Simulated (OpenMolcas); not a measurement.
# One shape, several levels: CHClFNOSi (SMILES O=C=N[SiH](F)Cl)

Wanted: a comparison of 6 runs (HF/STO-3G, B3LYP/6-31G*, BLYP/6-31G*, PBE/6-31G*, TPSS/6-31G*, CCSD(T)/6-31G*) of CHClFNOSi. 

The results are computed with OpenMolcas 26.06.

1 further run of the same task is left out (set aside as unsound or not needed).

**1. The molecule**

CHClFNOSi: 7 atoms, total charge 0, spin state singlet. SMILES: `O=C=N[SiH](F)Cl`. The coordinates come from a PBE0-D4/def2-TZVP relaxation. This is one conformer, not always the lowest.

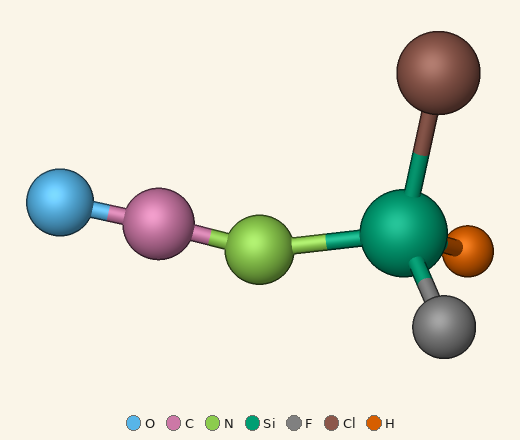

The structure, seen from a chosen angle (oxygen blue, carbon pink, nitrogen green, silicon teal, fluorine grey, chlorine brown, hydrogen orange).

**2. Energy and gradient at HF/STO-3G (run 1)**

mol.input

```
* CHClFNOSi Hartree-Fock

&GATEWAY
  BasLib=$CurrDir
  Coord
  7
  angstrom
  O        0.815200      -2.357500       1.658700
  C        0.512200      -1.559700       0.874600
  N        0.199300      -0.771000       0.028300
  Si      -0.274200       0.722000      -0.596700
  F        0.917700       1.292700      -1.464400
  Cl      -0.652900       2.033600       0.904000
  H       -1.456100       0.571700      -1.450200
  Basis=STO-3G
  Group=NoSym

&SEWARD

&SCF
  Thresholds=1e-10 1e-07 1e-07 1e-05
  PrOrbitals=1 1

&ALASKA
```

The basis set STO-3G is read from a file made from the Basis Set Exchange's data (not shown).

Run with:

```
$ export MOLCAS_MEM=1860
$ pymolcas mol.input > mol.log
```

What it wrote:

```text
--- Start Module: gateway ---
[...]
--- Stop Module: gateway /rc=_RC_ALL_IS_WELL_ ---
[...]
      Basis functions           39
[...]
--- Start Module: scf ---
[...]
       Convergence after  14 Iterations
[...]
::    Total SCF energy                              -1003.8692568078
[...]
      Total spin, S                                     0.0000000000
[...]
      Total electronic charge=   62.000000
      Total            charge=   -0.000000
[...]
      Dipole Moment (debye):
      Origin of the operator (angstrom)=    0.0596    0.3940    0.1845
                   X= -7.6373E-01               Y= -4.8116E-01               Z= -2.0087E+00           Total=  2.2022E+00
      Quadrupole Moment (debye*angstrom):
[...]
--- Stop Module: scf /rc=_RC_ALL_IS_WELL_ ---
[...]
--- Start Module: alaska ---
[...]
 *              Molecular gradients               *
 **************************************************
  Irreducible representation: a
 ------------------------------------------------------------------------------------------
                              X                       Y                       Z
 ------------------------------------------------------------------------------------------
  O1               -1.93722379995931E-02    5.16860318949330E-02   -4.78312029887284E-02
  C2                1.71021418456865E-02   -4.65220785275573E-02    4.02818719052127E-02
  N3                5.27602316502929E-03   -1.13670527241938E-02    7.78072997099954E-03
  SI4               1.95013433232258E-02    3.27543003065278E-02    3.17929286041290E-02
  F5               -1.24441165113236E-02   -6.35554806286365E-03    6.31655695243083E-03
  CL6               6.22134608015923E-03   -1.78911422846326E-02   -2.15358765329299E-02
  H7               -1.62844999032314E-02   -2.30451060221726E-03   -1.68050079111470E-02
 ------------------------------------------------------------------------------------------
--- Stop Module: alaska /rc=_RC_ALL_IS_WELL_ ---
[...]
```

Run time: 6.3 s. Hardware: 1 thread of AMD EPYC 7R43 (Zen 3), shared host; peak memory 0.37 GiB.

**3. Energy and gradient at B3LYP/6-31G(d) (spherical functions) (run 2)**

run.input

```
&GATEWAY
 BasLib = $CurrDir
 Coord
 7
 angstrom
 O        0.815200      -2.357500       1.658700
 C        0.512200      -1.559700       0.874600
 N        0.199300      -0.771000       0.028300
 Si      -0.274200       0.722000      -0.596700
 F        0.917700       1.292700      -1.464400
 Cl      -0.652900       2.033600       0.904000
 H       -1.456100       0.571700      -1.450200
 Basis = 6-31Gs
 Group = NoSym

&SEWARD
 GridInput
 Grid=UltraFine
 End of Grid

&SCF
 KSDFT = B3LYP
 Thresholds = 1e-10 1e-07 1e-07 1e-05
 PrOrbitals = 1

&ALASKA
```

The basis set 6-31G* is read from a file made from the Basis Set Exchange's data (not shown).

Run with:

```
$ export MOLCAS_MEM=1860
$ pymolcas run.input > run.log
```

What it wrote:

```text
--- Start Module: gateway ---
[...]
--- Stop Module: gateway /rc=_RC_ALL_IS_WELL_ ---
[...]
      Basis functions           94
[...]
--- Start Module: scf ---
[...]
       Convergence after  15 Iterations
[...]
::    Total KS-DFT energy                           -1018.3579714866
[...]
      Total spin, S                                     0.0000000000
[...]
      Total electronic charge=   62.000000
      Total            charge=   -0.000000
[...]
      Dipole Moment (debye):
      Origin of the operator (angstrom)=    0.0596    0.3940    0.1845
                   X= -9.5196E-01               Y= -2.2746E-01               Z= -7.6079E-01           Total=  1.2397E+00
      Quadrupole Moment (debye*angstrom):
[...]
--- Stop Module: scf /rc=_RC_ALL_IS_WELL_ ---
[...]
--- Start Module: alaska ---
[...]
 *              Molecular gradients               *
 **************************************************
  Irreducible representation: a
 ------------------------------------------------------------------------------------------
                              X                       Y                       Z
 ------------------------------------------------------------------------------------------
  O1               -7.44423730617960E-03    1.98283399294468E-02   -1.91007968648051E-02
  C2                1.50176692972721E-03   -5.07850896116957E-03    5.22893374398359E-03
  N3                4.33038493050242E-03   -7.73604572094388E-03    9.42913910175314E-03
  SI4               9.25320901913551E-03    4.99685875225220E-03    4.22846389264819E-03
  F5               -1.11889158884075E-02   -5.56538316403277E-03    8.09664288233947E-03
  CL6               2.43788875686057E-03   -6.53726168366120E-03   -7.70499403218494E-03
  H7                1.10990355852447E-03    9.20008482774293E-05   -1.77388723654026E-04
 ------------------------------------------------------------------------------------------
--- Stop Module: alaska /rc=_RC_ALL_IS_WELL_ ---
[...]
```

Wall time 51 s (1 thread of AMD EPYC 7R43 (Zen 3), shared host); peak memory 0.51 GiB.

Run 3 isn't shown in full; the table further down has it.

**4. Energy and gradient at PBE/6-31G(d) (spherical functions) (run 4)**

mol.inp

```
>>> EXPORT MOLCAS_PRINT=2

&GATEWAY
  BASLIB
  $CurrDir
  COORD
  7
  bohr
  O      1.54050474    -4.45502934     3.13448872
  C      0.96791772    -2.94740584     1.65275447
  N      0.37662242    -1.45697884     0.05347925
  Si    -0.51816290     1.36438226    -1.12759958
  F      1.73420166     2.44284896    -2.76731494
  Cl    -1.23380219     3.84294705     1.70831242
  H     -2.75163021     1.08035643    -2.74048083
  BASIS
  6-31Gs
  GROUP
  NoSym

&SEWARD
  GRIDINPUT
  Grid=UltraFine
  End of Grid

&SCF
  KSDFT
  PBE
  THRESHOLDS
  1e-10 1e-07 1e-07 1e-05
  PRORBITALS
  1

&ALASKA
```

The basis set 6-31G* is read from a file made from the Basis Set Exchange's data (not shown).

Run with:

```
$ export MOLCAS_MEM=1860
$ pymolcas mol.inp > mol.log
```

What it wrote:

```text
--- Start Module: gateway ---
[...]
--- Stop Module: gateway /rc=_RC_ALL_IS_WELL_ ---
[...]
      Basis functions           94
[...]
--- Start Module: scf ---
[...]
       Convergence after  17 Iterations
[...]
::    Total KS-DFT energy                           -1017.7126897554
[...]
      Total spin, S                                     0.0000000000
[...]
      Total electronic charge=   62.000000
      Total            charge=   -0.000000
[...]
      Dipole Moment (debye):
      Origin of the operator (angstrom)=    0.0596    0.3940    0.1845
                   X= -8.3522E-01               Y= -2.6359E-01               Z= -7.0368E-01           Total=  1.1235E+00
      Quadrupole Moment (debye*angstrom):
[...]
--- Stop Module: scf /rc=_RC_ALL_IS_WELL_ ---
[...]
--- Start Module: alaska ---
[...]
 *              Molecular gradients               *
 **************************************************
  Irreducible representation: a
 ------------------------------------------------------------------------------------------
                              X                       Y                       Z
 ------------------------------------------------------------------------------------------
  O1               -1.32328964246078E-02    3.50788796614303E-02   -3.38617064874249E-02
  C2                2.44364178986744E-03   -8.12218122771102E-03    6.46962136073470E-03
  N3                8.11427738904302E-03   -1.58061873046682E-02    2.12309750182804E-02
  SI4               1.20160446221345E-02    4.12521886573280E-03   -6.95637989913678E-04
  F5               -1.78377491802344E-02   -8.65046430555338E-03    1.31044173529560E-02
  CL6               2.93491459389550E-03   -7.43216838855432E-03   -9.08647828385156E-03
  H7                5.56176720992241E-03    8.06902699454159E-04    2.83880902938094E-03
 ------------------------------------------------------------------------------------------
--- Stop Module: alaska /rc=_RC_ALL_IS_WELL_ ---
[...]
```

Wall time 32 s (1 thread of AMD EPYC 7R43 (Zen 3), shared host); peak memory 0.52 GiB.

Run 5 isn't shown in full; the table further down has it.

**5. A single-point energy at CCSD(T)/6-31G(d) (spherical functions) (run 6)**

run.input

```
>>> EXPORT MOLCAS_PRINT=2

&GATEWAY
 BASLIB=$CurrDir
 COORD
 7
 angstrom
 O        0.815200      -2.357500       1.658700
 C        0.512200      -1.559700       0.874600
 N        0.199300      -0.771000       0.028300
 Si      -0.274200       0.722000      -0.596700
 F        0.917700       1.292700      -1.464400
 Cl      -0.652900       2.033600       0.904000
 H       -1.456100       0.571700      -1.450200
 BASIS=6-31Gs
 GROUP=NoSym

&SEWARD

&SCF
 THRESHOLDS=1e-10 1e-07 1e-07 1e-05
 PRORBITALS=1 1

&RASSCF
 FILEORB=$Project.ScfOrb
 SPIN=1
 NACTEL=0 0 0
 INACTIVE=31
 RAS2=0
 OUTORBITALS=Canonical
 ORBLISTING=Nothing

&MOTRA
 JOBIPH
 FROZEN=14

&CCSDT
 CCT
 TRIPLES=2
 ITERATIONS=80
 ACCURACY=1e-08
 EXTRAPOLATION=5 4
```

The basis set 6-31G* is read from a file made from the Basis Set Exchange's data (not shown).

Run with:

```
$ export MOLCAS_MEM=1860
$ pymolcas run.input > run.log
```

What it wrote:

```text
--- Start Module: gateway ---
[...]
--- Stop Module: gateway /rc=_RC_ALL_IS_WELL_ ---
[...]
      Basis functions           94
[...]
       Convergence after  15 Iterations
[...]
::    Total SCF energy                              -1015.7698851852
[...]
      Total spin, S                                     0.0000000000
[...]
      Number of active orbitals                  0
[...]
      Spin quantum number                      0.0
[...]
      Active orbitals                            0
[...]
      Number of CSFs                             1
[...]
      Number of root(s) required                 1
[...]
      Convergence after  4 iterations
[...]
      Natural orbitals and occupation numbers for root  1
      ************************************************************************************************************************
      *                                                    Final results                                                     *
      ************************************************************************************************************************
[...]
::    RASSCF root number  1 Total energy:  -1015.76988519
[...]
      Total electronic charge=   62.000000
      Total            charge=   -0.000000
[...]
      Dipole Moment (debye):
      Origin of the operator (angstrom)=    0.0596    0.3940    0.1845
                   X= -1.1740E+00               Y= -2.0553E-01               Z= -9.0330E-01           Total=  1.4955E+00
      Quadrupole Moment (debye*angstrom):
[...]
--- Start Module: motra ---
[...]
      *** WARNING: Default frozen orbitals is overwritten by user input.
      *** Default values:  11
[...]
--- Stop Module: motra /rc=_RC_ALL_IS_WELL_ ---
[...]
--- Start Module: ccsdt ---
[...]
      Convergence after                    17  Iterations
      Total energy (diff) :   -1016.60805773       0.00000001
[...]
 METHOD                       : CCSD+T(CCSD)+<T3(1)WT1> = CCSD(T)
[...]
       CCSD     =     -1016.6080577296092
[...]
--- Stop Module: ccsdt /rc=_RC_ALL_IS_WELL_ ---
[...]
```

Run time: 99 s. Hardware: 1 thread of AMD EPYC 7R43 (Zen 3), shared host; peak memory 0.52 GiB.

**6. All runs side by side**

```
run                                 level  integration grid      task   energy (Eh)  dipole moment (D) of the reference  HOMO energy (eV)  LUMO energy (eV)  wall time
  1                             HF/STO-3G                 –  gradient  -1003.869257                                2.20             -9.30              7.73      6.3 s
  2    B3LYP/6-31G* (spherical functions)         UltraFine  gradient  -1018.357971                                1.24             -8.94             -0.26       51 s
  3     BLYP/6-31G* (spherical functions)         UltraFine  gradient  -1018.277196                                1.12             -7.57             -0.82       33 s
  4      PBE/6-31G* (spherical functions)         UltraFine  gradient  -1017.712690                                1.12             -7.78             -1.01       32 s
  5     TPSS/6-31G* (spherical functions)         UltraFine  gradient  -1018.400612                                1.13             -7.88             -0.86       42 s
  6  CCSD(T)/6-31G* (spherical functions)                 –    energy  -1016.634543                                1.50            -12.77              3.67       99 s
```

**7. Summary of results**

```
                                           quantity           value
                                run 6: total energy  -1016.63454 Eh
          run 6: dipole moment (mean-field density)          1.50 D
         run 6: HOMO energy (Hartree–Fock orbitals)       -12.77 eV
         run 6: LUMO energy (Hartree–Fock orbitals)         3.67 eV
       run 6: HOMO–LUMO gap (Hartree–Fock orbitals)        16.44 eV
run 6: correlation energy (14 core orbitals frozen)      -864.7 mEh
                              run 6: (T) correction      -26.48 mEh
```

**Reading.** Over runs 1, 2, 3, 4, 5 the dipole moment (its size) runs from 1.12 D (PBE/6-31G*) to 2.20 D (HF/STO-3G). The two ends differ in method and basis. Over runs 1, 2, 3, 4, 5 the HOMO–LUMO gap runs from 6.75 eV (BLYP/6-31G*) to 17.03 eV (HF/STO-3G). Totals of different functionals can't be ranked against each other. In run 1 the basis is minimal, so the values are rough. All runs together took 4.4 min, the longest 99 s.
